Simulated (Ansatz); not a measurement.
# H7NOSiSn: atomisation energy

Aim: an atomisation energy, for H7NOSiSn, run from a script. SMILES: [OH][SnH2][NH][SiH3].

All numbers are computed with the Python package of Ansatz 0.2.0. Level of theory: r2SCAN/def2-SVP.

## 1. Starting point

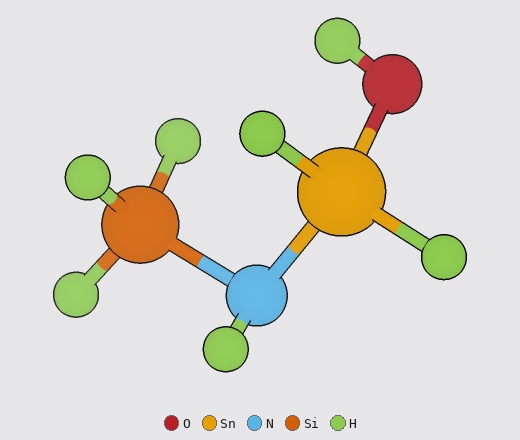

The structure that the script starts from, seen from a chosen angle (oxygen red, tin amber, nitrogen blue, silicon orange, hydrogen green).

No structure file is read: the coordinates are typed or built in the script.

## 2. Script

The input, tae_h7nosisn.py:

```python
from collections import Counter

import ansatz as az


def single_point(molecule, charge=0, unpaired=0):
    calc = molecule.calculation().basis(gaussian='def2-SVP').functional('r2scan')
    if charge:
        calc = calc.charge(charge)
    if unpaired:
        calc = calc.spin('collinear', total=unpaired)
    return calc.run(threads=1).report['free_energy_ev']

GEOMETRY = '''
O    -1.51850    1.40040    1.22850
Sn   -0.44060    1.33190   -0.40760
N    -0.36920   -0.62090   -1.05860
Si    0.62970   -1.52420    0.20610
H    -0.99820    1.06660    1.92100
H    -1.13540    2.33850   -1.67320
H     1.20140    1.91200   -0.03260
H     0.29870   -0.61150   -1.90860
H     1.88410   -0.91260    0.45890
H     0.72510   -2.92710   -0.20460
H    -0.21150   -1.51010    1.49130
'''


def main() -> None:
    h7nosisn = az.Crystal.molecule()
    for line in GEOMETRY.strip().splitlines():
        symbol, *xyz = line.split()
        h7nosisn = h7nosisn.atom(symbol, [float(v) for v in xyz])

    unpaired = {'O': 2, 'Sn': 2, 'N': 3, 'Si': 2, 'H': 1}
    counts = Counter(site.symbol for site in h7nosisn.cartesian_sites)
    atom_energy = {s: single_point(az.Crystal.molecule().atom(s, (0, 0, 0)), 0, unpaired[s]) for s in counts}
    whole = single_point(h7nosisn, 0, 0)
    for s, e in atom_energy.items():
        print(f'{s:2s} x{counts[s]}  {e:14.5f} eV')
    print(f'H7NOSiSn: {whole:.5f} eV')
    split = sum(counts[s] * e for s, e in atom_energy.items()) - whole
    print(f'atomisation energy (no zero-point term): {23.060548 * split:.1f} kcal/mol, {split / sum(counts.values()):.3f} eV an atom')


if __name__ == '__main__':
    main()
```

## 3. What the engine is handed

The package turns the script's settings into the engine's input (first run):

```yaml
crystal:
  periodic: [false, false, false]
  atoms:
    - { symbol: O, position_ang: [0.0, 0.0, 0.0] }
basis:
  gaussian:
    orbitals: def2-SVP
hamiltonian:
  xc: r2scan
magnetization:
  spin_polarized: true
  initial_magnetization: 2.0
```

## 4. Running it

Run with:

```console
python tae_h7nosisn.py
```

The log of the run:

```text
O  x1     -2039.86316 eV
Sn x1     -5832.10669 eV
N  x1     -1483.43974 eV
Si x1     -7870.75193 eV
H  x7       -13.58417 eV
H7NOSiSn: -17353.90364 eV
atomisation energy (no zero-point term): 753.0 kcal/mol, 2.968 eV an atom
```

It took 7.4 s on 1 thread of Intel Xeon Platinum 8488C (Sapphire Rapids), shared host; peak memory 0.22 GiB.

## 5. What changed from run to run

The engine's inputs for some of the other runs:

Run 3, against run 1:

```diff
@@ -4 +4 @@
-    - { symbol: O, position_ang: [0.0, 0.0, 0.0] }
+    - { symbol: "N", position_ang: [0.0, 0.0, 0.0] }
@@ -12 +12 @@
-  initial_magnetization: 2.0
+  initial_magnetization: 3.0
```

Run 4, against run 1:

```diff
@@ -4 +4 @@
-    - { symbol: O, position_ang: [0.0, 0.0, 0.0] }
+    - { symbol: Si, position_ang: [0.0, 0.0, 0.0] }
```

Run 5, against run 1:

```diff
@@ -4 +4 @@
-    - { symbol: O, position_ang: [0.0, 0.0, 0.0] }
+    - { symbol: H, position_ang: [0.0, 0.0, 0.0] }
@@ -12 +12 @@
-  initial_magnetization: 2.0
+  initial_magnetization: 1.0
```

Lines on the test bed's own set-up are left out of the output.

## 6. Run by run

From the records of these 6 runs:

| run | system | unpaired or total moment | energy (eV) | <S²> | SCF cycles | CPU time (s) |
| --- | --- | --- | --- | --- | --- | --- |
| 1 | O | 2 | -2039.8632 | 2.00 | 11 | 0.25 |
| 2 | Sn | 2 | -5832.1067 | 2.00 | 31 | 1.1 |
| 3 | N | 3 | -1483.4397 | 3.75 | 11 | 0.26 |
| 4 | Si | 2 | -7870.7519 | 2.01 | 69 | 1.4 |
| 5 | H | 1 | -13.5842 | 0.75 | 5 | 0.15 |
| 6 | H7NOSiSn | not set | -17353.9036 | 0.00 | 18 | 3.7 |

Totals carry meaning only in balanced differences at one level of theory.

## 7. Outcome

| quantity | value |
| --- | --- |
| atomisation energy, no zero point | 753.0 kcal/mol |
| runs compared | 6 |

**Reading.** Zero-point motion and spin-orbit terms of the atoms are left out, and both would lower it. 753.0 kcal/mol from the electronic energies, without the zero-point term. The geometry is a force-field or estimated start, not a minimum of this method, and the basis set is short of its limit. All parts are taken at fixed geometry, without zero-point energy. def2 sets replace the cores of elements past krypton by effective core potentials. The spin-orbit lowering of heavy atoms is left out.
